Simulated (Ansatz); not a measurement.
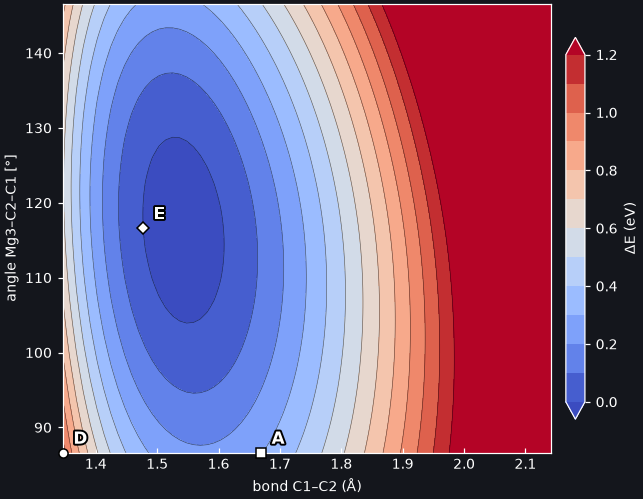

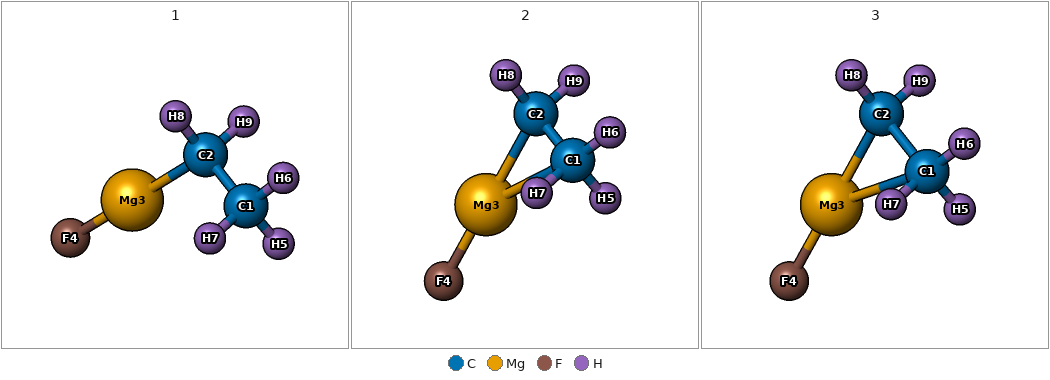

C2H5FMg, SMILES C[CH2][Mg][F]. 
- Two internal coordinates are moved rigidly from the geometry relaxed at PBE0-D4/def2-TZVP, all others fixed.
- The first coordinate is: bond C1–C2; the second: angle Mg3–C2–C1.
- The grid has 5 × 5 points.
- Points are written as (first, second).
- Energies are in eV, from the lowest grid point.
- Computed with RKS PBE-D4/def2-TZVPP (Ansatz 0.2.0).

In the figure: filled contours, one colour for all values above the top of the scale, lettered points. Between grid points the surface is interpolated. The numbered pictures are the structures at these points, in random order.

> Which structure belongs to which point?

A is structure 3: (1.669 Å, 86.6°), 0.30 eV; D is structure 2: (1.346 Å, 86.6°), 1.04 eV; E is structure 1: (1.477 Å, 116.6°), 0.00 eV.
